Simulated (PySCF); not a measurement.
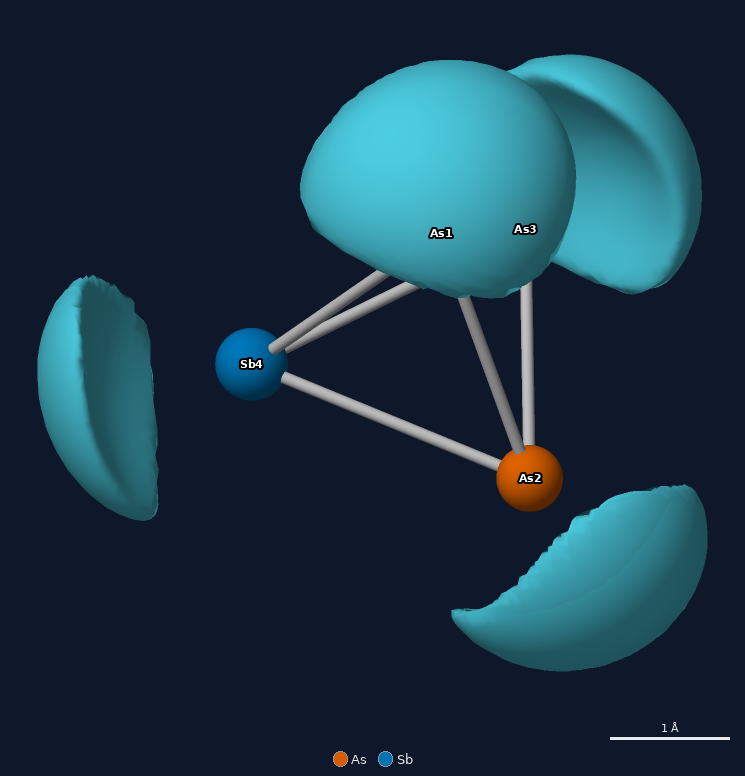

As3Sb. Isosurface of the ELF at 0.8 (cyan), seen at a tilt. Core shells and regions of very low density are left out.

Geometry: PBE0-D3(BJ)/def2-SVP; core potentials replace the inner electrons of Sb.

Method: wB97X-D/def2-SVPD, SCF density, gas phase, scalar-relativistic core potentials on the heavy atoms in PySCF.

### What do the ELF domains correspond to?

The ELF exceeds this value in three lobes on As, pointing away from the bonds (lone pairs) and one lobe on Sb, pointing away from the bonds (lone pairs).

Values along the shortest contacts:
As–As (2.44 Å): the ELF peaks at about 0.70 between the atoms. Sb–As (2.62 Å): the ELF peaks at about 0.65 in the valence shell of As, 1.2 Å from its nucleus, and drops to about 0.20 between the two atoms.
